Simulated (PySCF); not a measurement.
**Atomic calculation, with input and output: Ho⁺**

Ho⁺, configuration 1s2 2s2 2p6 3s2 3p6 3d10 4s2 4p6 4d10 4f11 5s2 5p6 6s1, multiplicity 5. Computed at this level: unrestricted HF, x2c-TZVPPall, spin-free X2C-1e, Gaussian nucleus (PySCF).

## The program's output (extracts)
```
damping factor = 0
level_shift factor = 0
DIIS = <class 'pyscf.scf.diis.CDIIS'>
diis_start_cycle = 1
diis_space = 10
diis_damp = 0
SCF conv_tol = 1e-09
SCF conv_tol_grad = None
number electrons alpha = 35  beta = 31
cycle= 1 E= -12611.1351668116  delta_E= -0.00806  |g|= 0.0281  |ddm|= 0.0275
cycle= 2 E= -12611.1352260074  delta_E= -5.92e-05  |g|= 0.00399  |ddm|= 0.00343
cycle= 3 E= -12611.1352271925  delta_E= -1.19e-06  |g|= 0.00415  |ddm|= 0.00286
cycle= 4 E= -12611.1352286872  delta_E= -1.49e-06  |g|= 0.000467  |ddm|= 0.00124
cycle= 5 E= -12611.1352288813  delta_E= -1.94e-07  |g|= 9.32e-05  |ddm|= 0.000723
cycle= 6 E= -12611.1352288978  delta_E= -1.65e-08  |g|= 4.77e-05  |ddm|= 0.000245
cycle= 7 E= -12611.1352289052  delta_E= -7.37e-09  |g|= 2.36e-05  |ddm|= 0.00019
cycle= 8 E= -12611.1352289093  delta_E= -4.12e-09  |g|= 7.58e-06  |ddm|= 0.000213
cycle= 9 E= -12611.1352289098  delta_E= -4.87e-10  |g|= 2.03e-06  |ddm|= 8.36e-05
converged SCF energy = -12611.1352289098  <S^2> = 6.0038953  2S+1 = 5.0015579
```

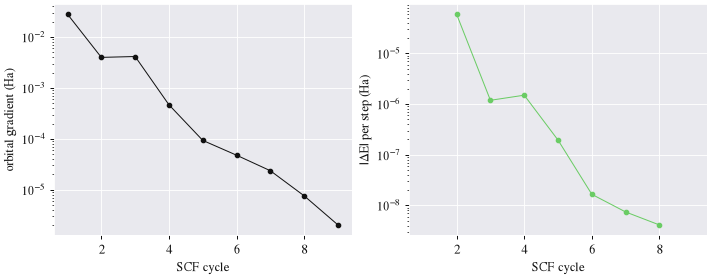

*Convergence: orbital gradient and change of the energy from step to step (the smallest changes aren't drawn) against the SCF cycle.*

The residual falls almost steadily, with no more than small rises or pauses. It goes from 0.028 to 2.0×10⁻⁶ in 9 steps.

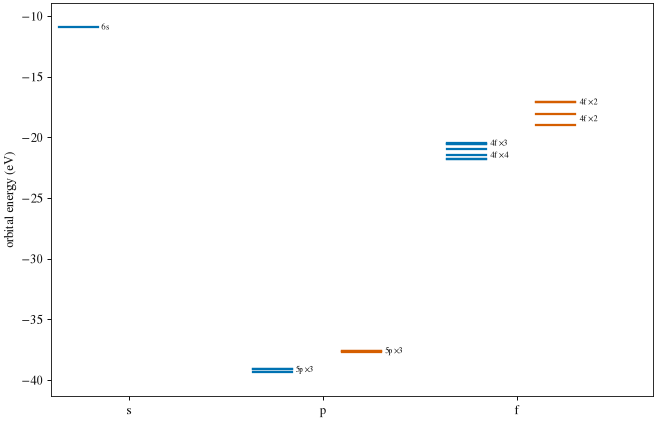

*Orbital energies of the mean field, from the top down to −39.3 eV, by angular momentum, α spin at the left of each column and β at the right; ×n counts the orbitals under one label.*

The highest filled orbital is 6s α at −11.0 eV, the lowest empty one s β at −4.78 eV.

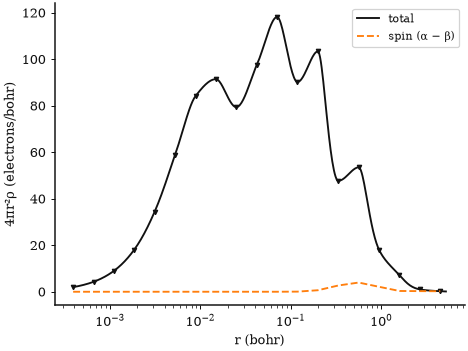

*Spherically averaged radial density 4πr²ρ of the mean field and its spin part; markers are the stored points, which are sparse, and the line is a monotone interpolation between them.*

The largest stored value is 118 electrons/bohr at r = 0.071 bohr. Root-mean-square radii of the shells: 4p 0.587, 4d 0.646, 4f 0.926, 5s 1.38, 5p 1.64, 6s 4.12 bohr.

## Input file
```python
from pyscf import gto, scf, dft, mp, cc
import basis_set_exchange as bse
mol = gto.M(atom="Ho 0 0 0", charge=1, spin=4, symmetry="D2h",
            basis=gto.basis.parse(bse.get_basis("x2c-TZVPPall", elements=["Ho"], fmt="nwchem", header=False)),
            nucmod="G")
mf = scf.UHF(mol).sfx2c1e()
mf.irrep_nelec = {'Ag': (10, 9), 'B1g': (2, 2), 'B2g': (2, 2), 'B3g': (2, 2), 'Au': (1, 1), 'B1u': (6, 6), 'B2u': (6, 5), 'B3u': (6, 4)}
mf.kernel()
```

The script is an equivalent of what the driver set up; the driver started from orbitals of its own, so the log can be shorter than this script's would be, and it computed the properties (radii, ⟨L²⟩, response) afterwards. It held the occupations shell by shell, which the script's counts by irreducible representation don't always enforce.

Launched within a batch (the task file carries these settings):
```bash
OMP_NUM_THREADS=1 python <driver script> TASK.json OUT
```

## Results in brief

```
      quantity                                                                 value
       outcome                                                             converged
  total energy                                                   −12611.1352 hartree
          ⟨S²⟩                                                                 6.004
          ⟨L²⟩                                                                 34.03
SCF iterations                                                                     9
      hardware  1 thread of Arm Neoverse N1, 23 GiB of memory available, shared host
     wall time                                                                 4.4 s
```

## Remarks

Radii and densities are those of the two-component orbitals, without the picture-change correction, so the innermost s shells come out slightly too small (about 1 % for 1s near Z = 40, more for heavier atoms). ⟨L²⟩ departs from that of the intended term, so the determinant mixes terms.
